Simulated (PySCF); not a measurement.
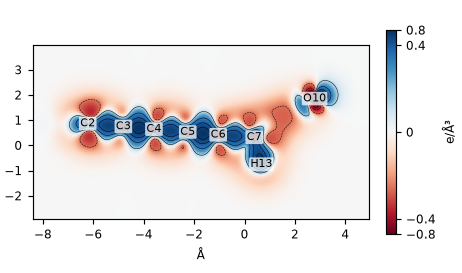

Figure 1: C7H4NO2, doublet, SMILES `O=CC#CC#CC[N]C=O`. Deformation density (molecule less spherical, spin-averaged free atoms) in a plane through 8 of the atoms; colour scale in e/Å³, logarithmic beyond ±0.1; blue: gain, red: loss.

Level of theory: ωB97X/6-31G* (PySCF), at a geometry from GFN2-xTB. No frequency check shows the geometry to be a minimum. The stability of the open-shell solution wasn't checked. GFN2-xTB doesn't know the spin state, so this open-shell geometry is rough.

How much density has each bond in this plane gained at its critical point, relative to the free atoms?

C5–C6: +0.71 e/Å³ at the bond critical point (bond length 1.21 Å, Mayer order 2.3). C3–C4: +0.70 e/Å³ at the bond critical point (bond length 1.22 Å, Mayer order 2.3). C7–H13: +0.63 e/Å³ at the bond critical point (bond length 1.10 Å, Mayer order 0.9). C4–C5: +0.61 e/Å³ at the bond critical point (bond length 1.35 Å, Mayer order 0.3). C2–C3: +0.57 e/Å³ at the bond critical point (bond length 1.42 Å, Mayer order 0.9). C6–C7: +0.53 e/Å³ at the bond critical point (bond length 1.43 Å, Mayer order 0.9). In all, 3.6 electrons gather in the regions of gain relative to the promolecule.

Where do the Hirshfeld charges lie?

The highest Hirshfeld charge is on C2 (+0.14 e), the lowest on O10 (−0.22 e).

```tsv
atom	charge (e)
O1	−0.21
C2	+0.14
C3	−0.03
C4	0.00
C5	−0.03
C6	−0.01
C7	+0.02
N8	−0.06
C9	+0.14
O10	−0.22
H11	+0.05
H12	+0.07
H13	+0.08
H14	+0.05
```
